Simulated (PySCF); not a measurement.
# C4H12BNSi: what the fields show

The calculation's input:

```
{"job": {"kind": "uv", "xc": "wB97X-D", "basis": "def2-SVPD", "nstates": 8, "ntriplets": 3}, "charge": 0, "multiplicity": 1}
Si     2.823965     0.118853    -0.436489
N      1.140817     0.197333    -0.750801
C      0.158537     0.754396     0.176790
B     -1.121296     1.080806    -0.710257
C     -2.191116    -0.018881    -0.366876
C     -1.449037    -1.061841     0.488659
C     -0.337907    -0.286949     1.200810
H      3.389074    -0.419276    -1.673073
H      3.240004    -0.732766     0.694044
H      3.244998     1.490559    -0.145962
H      0.730429    -0.514516    -1.334874
H      0.652519     1.585263     0.686600
H     -1.211425     1.931240    -1.501810
H     -2.714452    -0.478289    -1.206505
H     -2.970844     0.454787     0.239325
H     -1.008641    -1.818653    -0.164106
H     -2.107029    -1.572983     1.191948
H      0.470244    -0.935993     1.539025
H     -0.748643     0.236161     2.066092
```

Run with:

```sh
OMP_NUM_THREADS=1 python probes_run.py task.json out
```

Geometry: GFN2-xTB.

These are results of PySCF, wB97X-D/def2-SVPD, SCF density, gas phase, not measurements.

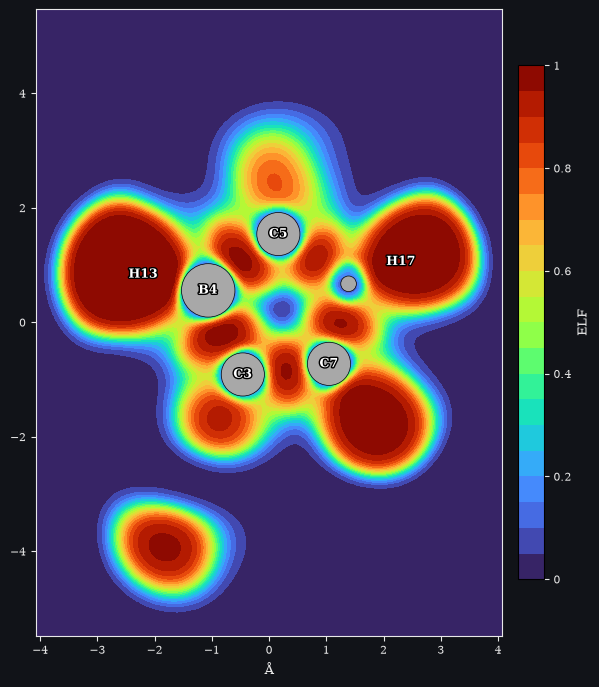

Figure 1. Electron localisation function on the plane of atoms C5, B4 and H13. Grey discs cover the atomic cores.

Question: Interpret the plot.

Answer:
- The section cuts through C, B and H sites.
- C–C (1.54 Å): the ELF peaks at about 0.95 between the atoms: a covalent bond.
- C–B (1.57 Å): the ELF peaks at about 1 between the atoms; localised, covalent bonding.
- B–H (1.17 Å): the ELF climbs to about 1 towards the hydrogen, as it does in any bond to H (an ordinary covalent bond to hydrogen).

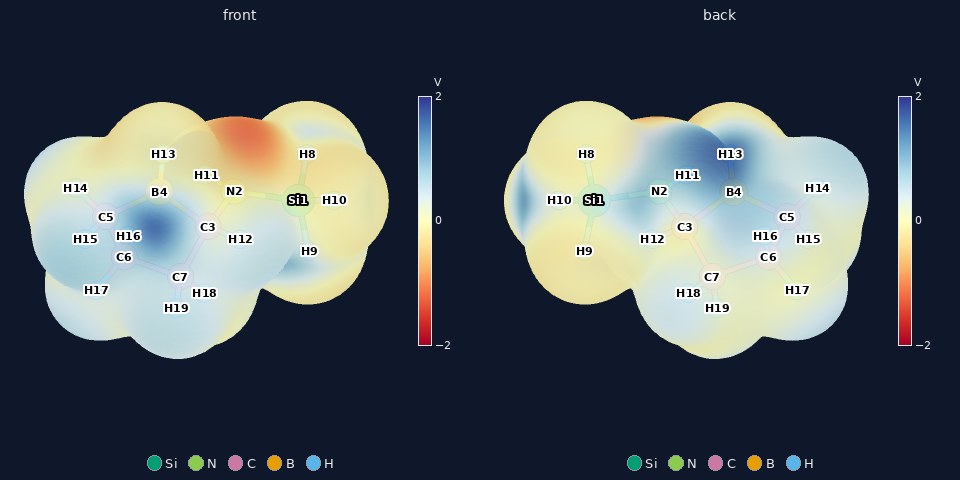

Figure 2. The molecular electrostatic potential painted on the density surface at 0.002 e/bohr³, seen from the front and from behind; the colour scale runs from red (negative) to blue (positive).

Question: Describe the electrostatic potential map.

Answer: The most negative region (about −1.1 V, or −25 kcal/mol for a unit charge) lies over N2, the most positive (about +1.7 V, or +39 kcal/mol for a unit charge) over B4 and H11. N2 is the likeliest acceptor of a hydrogen bond.
